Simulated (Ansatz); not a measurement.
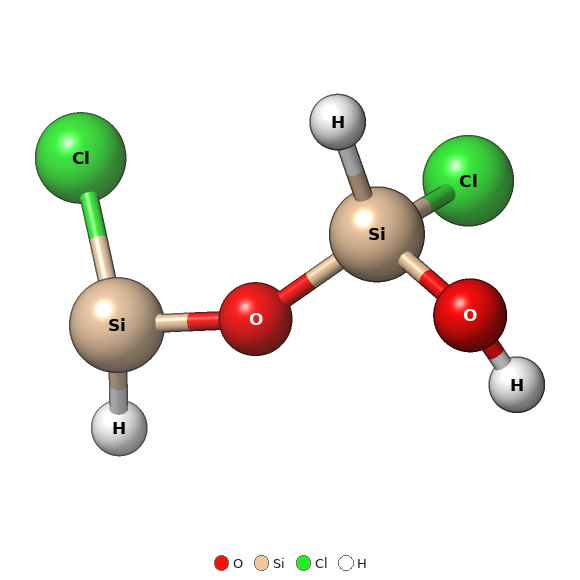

The species is neutral and a spin doublet. The computed structure is the end point of a PBE0-D4/def2-TZVP optimisation. No frequency run is at hand to confirm it as a minimum. Properties computed with UKS PBE-D4/def2-TZVPP (Ansatz 0.2.0).

> Estimate the dispersion correction.

−30.7 kJ/mol.

> Give the dipole moment at this level.

1.75 D.

> What is the HOMO energy (Kohn–Sham orbital)?

−5.26 eV.

> Give the ⟨S²⟩ of the determinant at this level.

0.752.
